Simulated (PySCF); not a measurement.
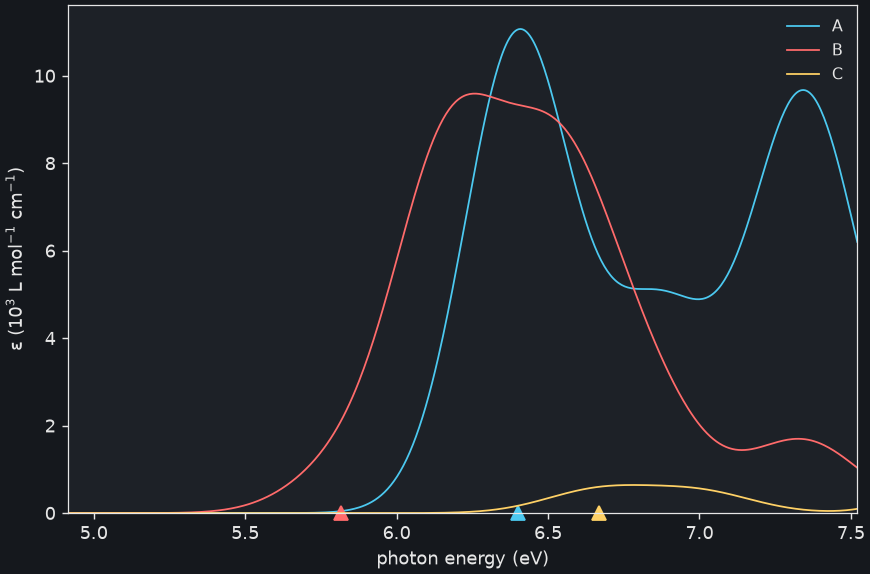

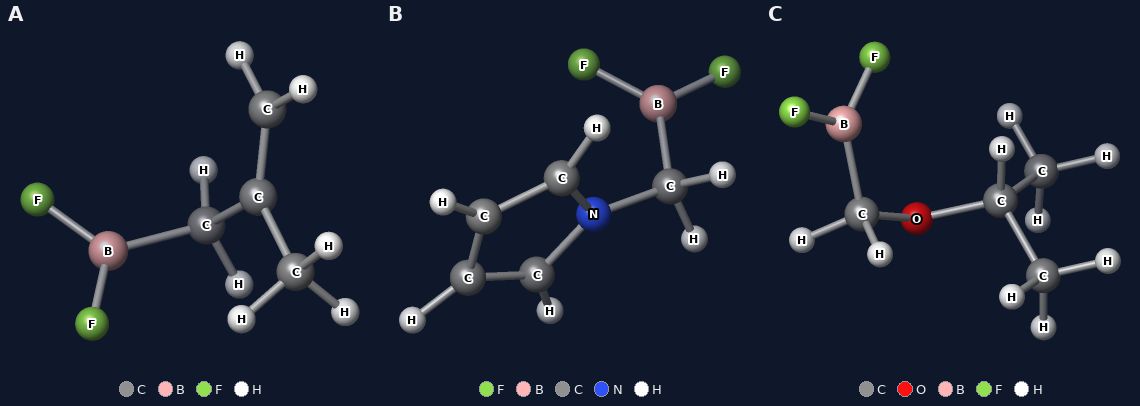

Related molecules: A is C₄H₇BF₂, SMILES C=C(C)CB(F)F; B is C₅H₆BF₂N, SMILES FB(F)Cn1cccc1; C is C₄H₉BF₂O, SMILES CC(C)OCB(F)F. Vertical TDDFT absorption, CAM-B3LYP/def2-SVPD with PySCF, at a PBE0-D3(BJ)/def2-SVP geometry (no frequency check); Gaussians of 1/e half-width 0.25 eV, triangles mark S1, and the range ends where the computed states of one molecule run out.

Question: How does the lowest singlet move?

Answer: A: 6.40 eV (f = 0.169, mainly HOMO → LUMO (85 %)); B: 5.82 eV (f = 0.004, mainly HOMO → LUMO (58 %)) (S2 lies within 0.06 eV, too close to order); C: 6.67 eV (f = 0.008, mainly HOMO → LUMO+1 (87 %)). From A to B it shifts 0.59 eV to the red, but one of these states is bright and the other nearly dark, so it isn't one band that moves. From A to C it shifts 0.27 eV to the blue, but one of these states is bright and the other nearly dark, so it isn't one band that moves.

Question: And the brightest state of each within the range drawn?

Answer: A: S1 at 6.40 eV, f = 0.17; B: S3 at 6.16 eV, f = 0.11; C: S1 at 6.67 eV, f = 0.01.

Limits of at least one run: core orbitals are frozen in the response; one conformer of a flexible molecule; states above the negative HOMO energy depend on the basis.
